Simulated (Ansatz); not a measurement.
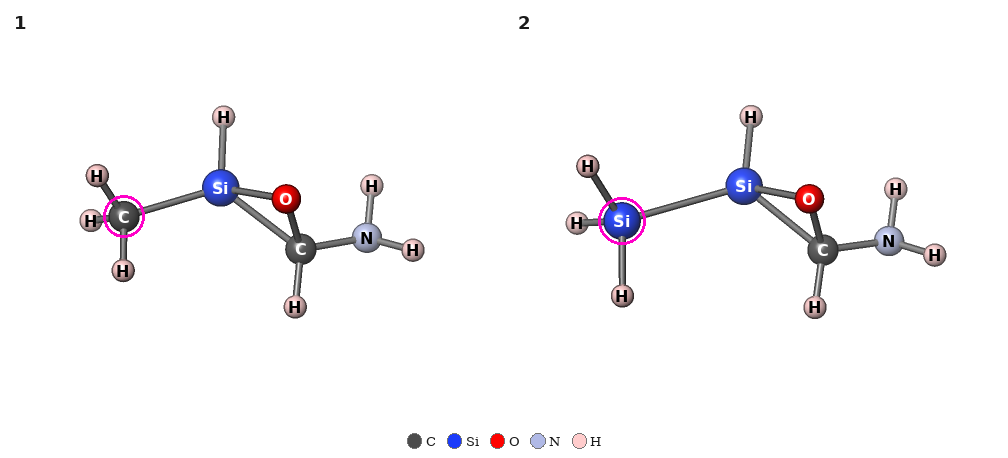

2 molecules with one skeleton, seen from the same side and at one scale; the atom that differs is circled. Each species is neutral and a spin singlet. Computed geometries: PBE0-D4/def2-TZVP optimisations, one conformation each. Properties computed with Ansatz 0.2.0.

One atom differs, called X below: C in panel 1, Si in panel 2. Their formulas are C2H7NOSi (`C[Si@H]1O[C@@H]1N`), CH7NOSi2 (`N[C@H]1O[Si@@H]1[SiH3]`).

In which is the HOMO–LUMO gap larger (ωB97M-V/def2-TZVPP)?

In panel 1 (X = C).

In which is the mean length of X–H larger (PBE0-D4/def2-TZVP)?

In panel 2 (X = Si).

Give the values. With PBE0-D4/def2-TZVP: mean length of X–H (Å), length of X–Si (Å), mean angle Si–X–H (°). With ωB97M-V/def2-TZVPP: dipole moment (D), HOMO energy (Kohn–Sham orbital) (eV), HOMO–LUMO gap (eV).

```tsv
quantity	1 (C)	2 (Si)	2 − 1
mean length of X–H (Å)	1.093	1.487	+0.394
length of X–Si (Å)	1.852	2.333	+0.481
mean angle Si–X–H (°)	110.6	109.7	−0.9
dipole moment (D)	1.48	0.98	−0.50
HOMO energy (Kohn–Sham orbital) (eV)	−9.09	−9.11	−0.02
HOMO–LUMO gap (eV)	10.99	9.95	−1.04
```
